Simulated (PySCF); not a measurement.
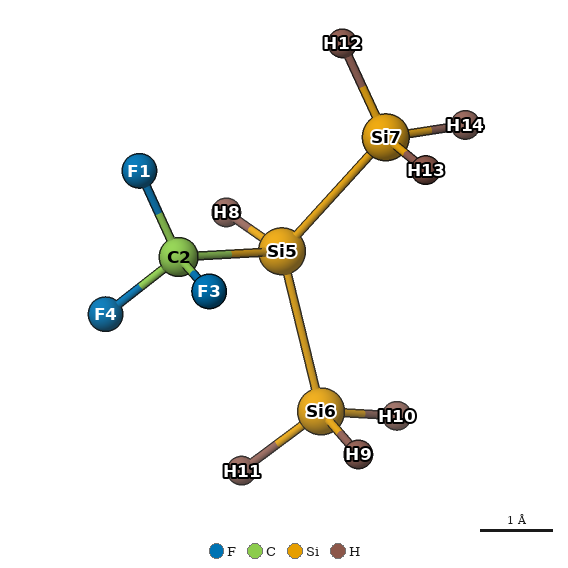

Numbered structure. Computed geometry: GFN2-xTB optimisation. No frequency run is at hand to confirm it as a minimum.

List the bonds and their lengths.

```csv
bond,length (Å),order
F1–C2,1.350,single
C2–F3,1.355,single
C2–F4,1.350,single
C2–Si5,1.956,single
Si5–Si6,2.331,single
Si5–Si7,2.331,single
Si5–H8,1.476,single
Si6–H9,1.465,single
Si6–H10,1.466,single
Si6–H11,1.464,single
Si7–H12,1.464,single
Si7–H13,1.465,single
Si7–H14,1.466,single
```
